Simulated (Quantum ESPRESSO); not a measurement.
# Dipole at the next field: In2O2, 1 layer

**Set-up.** Quantum ESPRESSO 7.5, vdW-DF-cx, GBRV ultrasoft, PBE files; sawtooth field along the normal with dipole correction, ions clamped, threshold 1e-9 Ry; cell area 10.296 Å².

| field (V/Å) | dipole (e Å a cell) |
| --- | --- |
| 0 | 0.00000 |
| 0.1 | 0.03169 |
| 0.2 | 0.06344 |

To predict: What is the dipole at 0.3 V/Å, and what electrostatic thickness 4πα/A follows from the rows?

By hand: The slope is (0.06344 − (0.00000))/0.2 = 0.3172 e Å²/V, so 4πα/A = 180.95 × 0.3172/10.296 = 5.57 Å. Linear response gives p = 0.00000 + 0.3172 × (0.3) = 0.09516 e Å; a parabola through the three rows gives 0.09525.

**Check.** p = 0.09514 e Å. The line misses by 0.0 % of the induced dipole and the parabola by 0.1 %. The response is linear over this range.

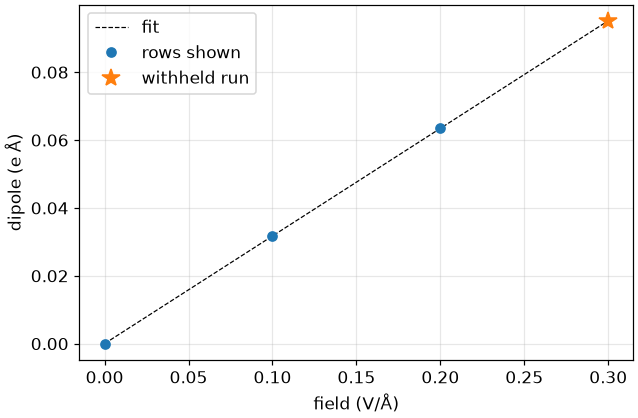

The rows shown, the fit and the withheld run.

**Limits.** Electrons alone respond; local and semilocal functionals tend to overscreen.
